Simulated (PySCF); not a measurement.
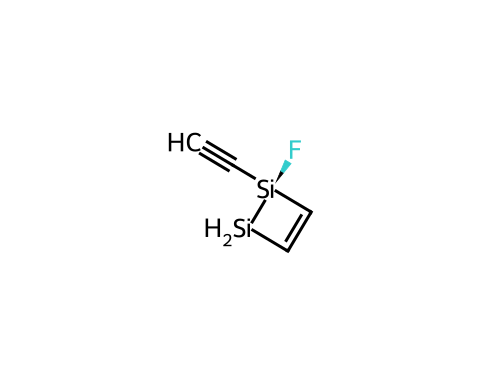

**Transcribe the drawing into SMILES.**

C#C[Si@]1(F)C=C[SiH2]1

**Give the formula, hydrogens included.**

C4H5FSi2.

**An optimisation with PBE0-D3(BJ)/def2-SVP gave a structure of which point group?**

C1.

More results for the same structure follow; atom numbers are the same in all pictures, views and colours differ. Computed geometry: PBE0-D3(BJ)/def2-SVP optimisation. No frequency run is at hand to confirm it as a minimum.

Geometry

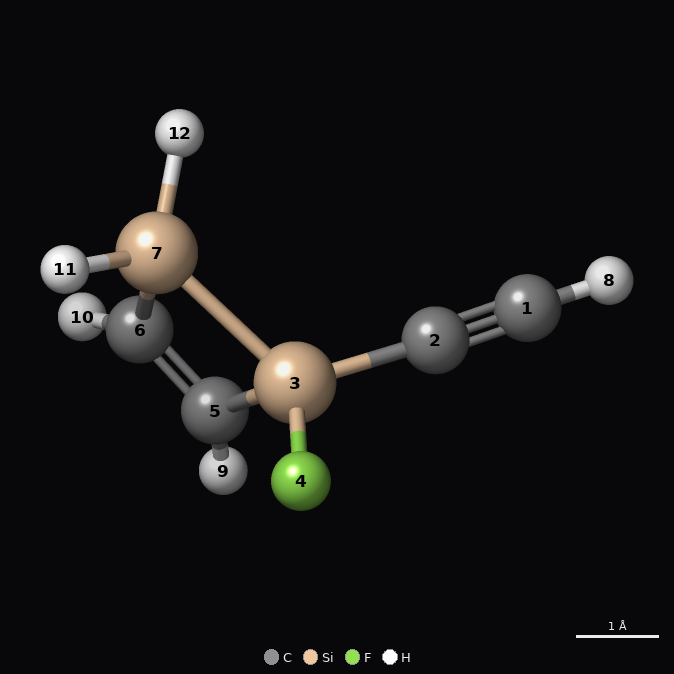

Numbered structure. No frequency run is at hand to confirm it as a minimum.

**How are the neighbours of atom 1 arranged?**

C1 has 2 neighbours (C2 at 1.22, H8 at 1.08 Å); the arrangement is linear.

**What is the geometry at C6?**

C6 has 3 neighbours (C5 at 1.36, Si7 at 1.90, H10 at 1.10 Å); the arrangement is trigonal planar.

**What is the geometry at C2?**

C2 has 2 neighbours (C1 at 1.22, Si3 at 1.83 Å); the arrangement is linear.

**Describe the coordination of atom 5.**

C5 has 3 neighbours (Si3 at 1.87, C6 at 1.36, H9 at 1.10 Å); the arrangement is trigonal planar.

**Which bond is the longest?**

Si3–Si7, 2.330 Å.

**What is the dihedral angle C2–Si3–C5–C6?**

113° in size, that is anticlinal.

Electronic properties

No frequency run is at hand to confirm it as a minimum. Level of theory: B3LYP/6-31G*, gas phase (PySCF 2.14.0).

**Estimate the HOMO energy (Kohn–Sham orbital).**

−7.30 eV.

**Give the dipole moment at this level.**

1.94 D.

**Estimate the LUMO energy (Kohn–Sham orbital).**

−1.00 eV.

Core levels

No frequency run is at hand to confirm it as a minimum. Properties computed with delta-SCF UKS SCAN, pcX-2 on the ionised atom, pcseg-1 elsewhere, non-relativistic (PySCF 2.14.0).

Give the core-electron binding energies (to vacuum; p and d levels without spin–orbit splitting) of C1 1s, C2 1s, Si3 1s, Si3 2p, F4 1s, C5 1s, C6 1s, Si7 1s, Si7 2p.

| atom | level | binding energy (eV) |
| --- | --- | --- |
| C1 | 1s | 290.5 |
| C2 | 1s | 290.3 |
| Si3 | 1s | 1843.2 |
| Si3 | 2p | 107.8 |
| F4 | 1s | 691.2 |
| C5 | 1s | 290.2 |
| C6 | 1s | 290.3 |
| Si7 | 1s | 1841.9 |
| Si7 | 2p | 106.8 |

Spin–spin coupling

No frequency run is at hand to confirm it as a minimum. Level of theory: B3LYP/6-31G* indirect spin-spin coupling, non-relativistic, gas phase (PySCF 2.14.0). Isotopes: 13C, 19F, 1H, 29Si.

Give the spin–spin coupling constants of these pairs, with the number of bonds between them: Si3/F4, C6/Si7, C1/Si3, Si3/H11, Si3/H12, C5/Si7, Si3/H10, F4/H12, Si7/H9.

```csv
pair,bonds apart,J (Hz)
"Si3, F4",1,319.9
"C6, Si7",1,−53.9
"C1, Si3",2,−11.8
"Si3, H11",2,−2.4
"Si3, H12",2,−3.6
"C5, Si7",2,−17.7
"Si3, H10",3,−36.9
"F4, H12",3,1.1
"Si7, H9",3,−27.2
```

Density functionals are unreliable for couplings to fluorine, so those rows may be far off.
